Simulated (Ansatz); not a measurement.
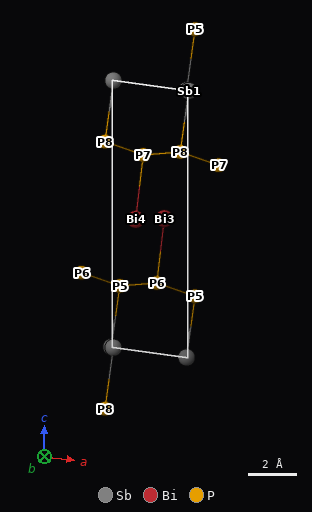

This is the input geometry for a relaxation of a crystal of BiSbP2 (a generated structure, set up in P-1) (coarse preliminary run). A ball-and-stick model of the cell of the calculation, seen along the b axis.

These are results of Ansatz 0.2.0, DFT PBE, scalar-relativistic, plane waves, PAW, not measurements.

The input:
```yaml
crystal:
  lattice:
    - [3.2143211321, 0.0, 0.0]
    - [-0.2912356288, 6.4372099601, 0.0]
    - [-1.4106701553, -2.8825929869, 11.1831453958]
  atoms:
    - { symbol: Sb, position: [0.013351836, 0.2542123574, 0.9994324464] }
    - { symbol: Sb, position: [0.986648164, 0.7457876426, 0.0005675536] }
    - { symbol: Bi, position: [0.6904768896, 0.7576467588, 0.5089944007] }
    - { symbol: Bi, position: [0.3095231104, 0.2423532412, 0.4910055993] }
    - { symbol: P, position: [0.0979449495, 0.8555534726, 0.2336990646] }
    - { symbol: P, position: [0.589848939, 0.6380883978, 0.2638417147] }
    - { symbol: P, position: [0.410151061, 0.3619116022, 0.7361582853] }
    - { symbol: P, position: [0.9020550505, 0.1444465274, 0.7663009354] }
basis:
  ecutwfc: 420
kpoints:
  mp_grid: { grid: [6, 4, 2] }
hamiltonian:
  xc: pbe
scf:
  occupations: { method: gaussian, width: 0.1 }
  lower_state_search: "off"
output:
  forces: true
  stress: true
  eigenvalues: true
relax:
  adjacent_minimum: "off"
  f_tol: 0.04
  max_steps: 70
  cell: { stress_tol: 0.4 }
```

Launched with:
```bash
ansatz run input.yaml --threads 1 --pin off --max-ram 2048MiB --backend cpu --events-out ev --progress --plain --runs-dir out
```

What does the optimiser find from here?

The largest moves relative to the cell, 0.30 Å, are those of Bi3 and Bi4. Bi3 goes roughly along −a. By element the largest moves are Bi 0.30 Å, P 0.17 Å, Sb 0.13 Å. The drawn cell changes as follows: a 3.214 → 3.219 Å (+0.1 %), b 6.444 → 6.575 Å (+2.0 %), c 11.635 → 11.599 Å (−0.3 %), α 104.0° → 104.5°, β 97.0° → 92.9°, γ 92.6° → 90.6°; the volume changes by +2.5 %. Near-neighbour distances that change, for instance: Bi3–P6 2.743 → 2.722 Å, P5–P6 2.211 → 2.217 Å, Sb1–P8 2.607 → 2.603 Å. The space group stays P-1 (No. 2). After 5 accepted moves (8 points after the start) the energy has fallen by 79.6 meV per cell of the calculation. Largest force component: 0.2 eV/Å at the start, 0.02 eV/Å at the end. Pressure: 0.05 GPa at the start and 0.03 GPa at the end. The line search rejected the trial steps at points 4, 6 of the run. At 1 point the geometry stayed and the basis and grid were re-selected for the new cell (energy shift of 1.5 meV per cell of the calculation at most each time). The run took 88 s on 1 thread of Intel(R) Xeon(R) 6975P-C (Granite Rapids) (shared host), peak memory 0.68 GiB.

History of the run:

```
step  E − E(0), meV/atom  largest force component, eV/Å  pressure, GPa  volume, Å³/atom                      note
   0                0.00                         0.1968           0.05           28.924                          
   1               -3.82                         0.1766          -0.02           29.019                          
   2               -6.97                         0.0583           0.07           29.107                          
   3               -8.75                         0.0547           0.18           29.440                          
   4               -7.84                         0.1549          -0.68           30.160                  rejected
   5               -9.32                         0.0794          -0.02           29.744                          
   6               -8.32                         0.1516          -0.18           29.968                  rejected
   7               -9.76                         0.0202           0.02           29.656                          
   8               -9.96                         0.0202           0.03           29.656  same geometry, new basis
```

Final geometry:

```xyz
8
Lattice="3.2154 0.0560 0.1338 -0.1791 6.5724 0.0036 -0.9960 -2.9427 11.1751" Properties=species:S:1:pos:R:3 pbc="T T T"
Sb    3.1581    1.8462    0.1447
Sb   -1.1178    1.8395   11.1677
Bi    1.2853    3.5003    5.7308
Bi    0.7549    0.1854    5.5817
P    -0.2241    4.8866    2.5912
P     1.3927    3.4299    3.0118
P     0.6475    0.2558    8.3006
P     2.2644   -1.2009    8.7212
```

After the run, drawn alike:

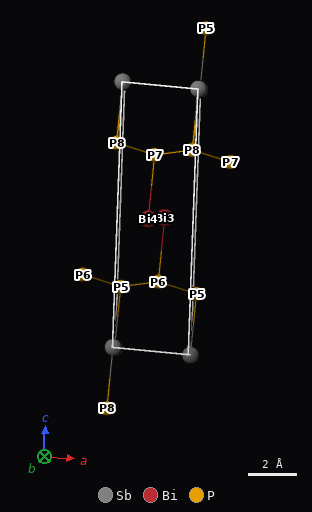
